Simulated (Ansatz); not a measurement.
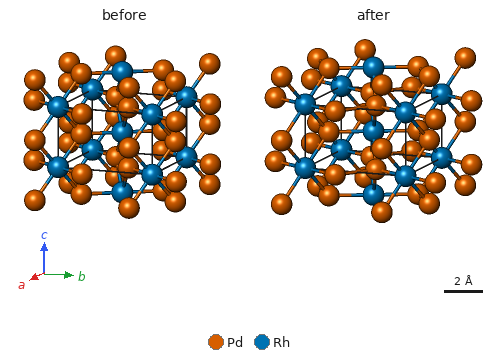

The structure of a crystal of Pd2Rh (a generated structure, set up in Pnnm) before (left) and after (right) a relaxation, at one scale.

A ball-and-stick model of the cell of the calculation, seen slightly off an axis.

The start is a swapped structure.

These are results of DFT, PAW plane waves, r2SCAN, spin-orbit in Ansatz 0.2.0, not measurements.

The input:
```yaml
crystal:
  lattice:
    - [4.991012, 0.0, 0.0]
    - [0.0, 5.454072, 0.0]
    - [0.0, 0.0, 3.307909]
  atoms:
    - { symbol: Pd, position: [0.25, 0.34489, 0.0], spin: 1, spin_axis: [0.0, 0.0, 1.0] }
    - { symbol: Pd, position: [0.75, 0.65511, 0.0], spin: -1, spin_axis: [0.0, 0.0, 1.0] }
    - { symbol: Pd, position: [0.75, 0.15511, 0.5], spin: 1, spin_axis: [0.0, 0.0, 1.0] }
    - { symbol: Pd, position: [0.25, 0.84489, 0.5], spin: -1, spin_axis: [0.0, 0.0, 1.0] }
    - { symbol: Rh, position: [0.0, 0.0, 0.0], spin: 1, spin_axis: [0.0, 0.0, 1.0] }
    - { symbol: Rh, position: [0.5, 0.5, 0.5], spin: -1, spin_axis: [0.0, 0.0, 1.0] }
  symmetry: { tolerance: 0.0003 }
kpoints:
  mp_grid: { grid: [4, 4, 5], shift: [0, 0, 0] }
magnetization:
  noncollinear: true
  spin_orbit: true
scf:
  occupations: { method: fermi_dirac, width: 0.0334 }
  lower_state_search: "off"
hamiltonian:
  pseudopotentials: { kind: paw_fr }
  xc: r2scan
basis:
  ecutwfc: 500
  fft_grid_basis: typed
relax:
  max_steps: 60
  cell: { p_target: 0.0 }
output:
  forces: true
  stress: true
  eigenvalues: true
  bader: true
  populations: true
  elf: true
  write_potential: true
  volumetric_format: npy
  dos:
    e_range: [-12, 8]
    de: 0.05
    projected: { site_lists: { Pd: [Pd], Rh: [Rh] } }
    method: { smearing: { sigma: 0.1, scheme: gaussian } }
  write_density: true
checkpoint:
  read: saved_state
```

Command:
```bash
ansatz run input.yaml --threads 2 --pin off --max-ram 3584MiB --backend cpu --events-out ev --progress --plain --runs-dir out
```

Q: Summarise the run.

A: The run was cut off at its time limit before the relaxation converged, so the last structure is only a point on the way. After 2 geometry steps the energy has fallen by 871 meV per atom. Largest force component: 3.4 eV/Å at the start, 0.51 eV/Å at the end. Pressure: 65.86 GPa at the start and 6.08 GPa at the end. The largest moves relative to the cell, 0.28 Å, are those of Pd1, Pd2, Pd3 and Pd4. Pd1 goes along [−2 1 0]. Rh stays in place. The volume changes by +18.8 %, with a 4.991 → 5.257 Å (+5.3 %), b 5.454 → 5.814 Å (+6.6 %), c 3.308 → 3.499 Å (+5.8 %). Some distances before and after: Pd1–Pd2 3.015 → 2.631 Å, Pd1–Rh6 2.238 → 2.454 Å, Pd1–Rh5 2.257 → 2.411 Å. Bond angles that change, for instance: Rh5–Pd2–Rh6 128.6° → 123.8°, Rh6–Pd2–Rh6 95.3° → 90.9°, Pd1–Rh6–Pd1 95.3° → 90.9°. The space group stays Pnnm (No. 58). The program noted that the starting moments weren't kept. The run took roughly 80 core-minutes on a shared host.

Limits of the set-up: the k-point mesh is coarse for a cell with partly filled bands.
